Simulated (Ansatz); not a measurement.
```yaml
atoms:
  - { symbol: C, position_ang: [1.5861, 0.3723, -0.0734] }
  - { symbol: C, position_ang: [1.8959, -0.6511, 1.0489] }
  - { symbol: C, position_ang: [0.8148, -1.7634, 1.1268] }
  - { symbol: C, position_ang: [-0.6131, -1.1693, 1.2309] }
  - { symbol: Al, position_ang: [-0.3760, 0.4036, 0.0725] }
  - { symbol: Cl, position_ang: [-1.8052, 1.7318, -0.7674] }
  - { symbol: H, position_ang: [2.1245, 1.3333, 0.0468] }
  - { symbol: H, position_ang: [1.8841, -0.0320, -1.0680] }
  - { symbol: H, position_ang: [1.9221, -0.1217, 2.0286] }
  - { symbol: H, position_ang: [2.9000, -1.1122, 0.9261] }
  - { symbol: H, position_ang: [0.8858, -2.3835, 0.2041] }
  - { symbol: H, position_ang: [1.0429, -2.4493, 1.9715] }
  - { symbol: H, position_ang: [-1.4101, -1.8899, 0.9602] }
  - { symbol: H, position_ang: [-0.8277, -0.8412, 2.2739] }
```

Geometry: PBE-D3(BJ)/def2-SVP.

These are results of isolated molecule in a Gaussian basis; Kohn-Sham density functional theory, functional PBE0 (Ansatz 0.2.0), not measurements.

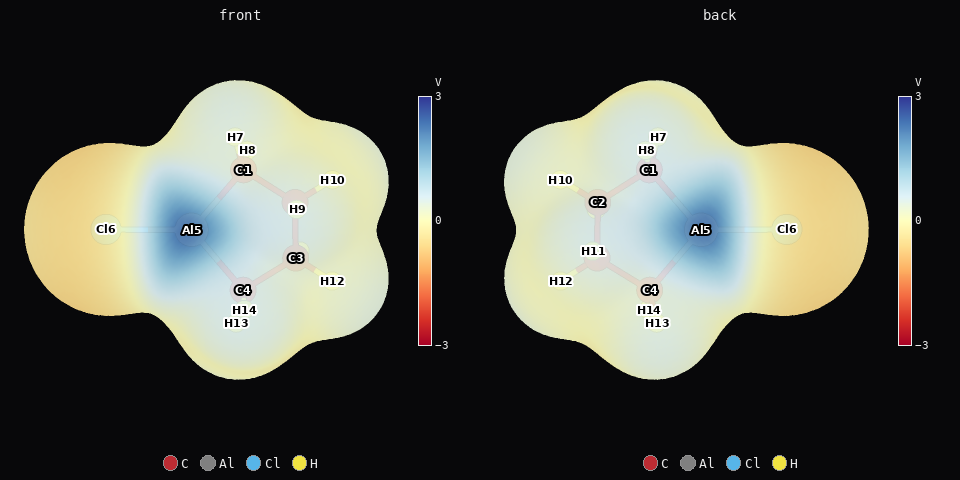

C₄H₈AlCl. The molecular electrostatic potential painted on the density surface at 0.001 e/bohr³, seen from the front and from behind; red is negative and blue positive.

**Describe the electrostatic potential map.**

The most negative region (about −0.6 V, or −14 kcal/mol for a unit charge) lies over Cl6, the most positive (about +2.2 V, or +51 kcal/mol for a unit charge) over Al5.

**How polar is the molecule by this calculation?**

Its dipole moment is 1.83 D.
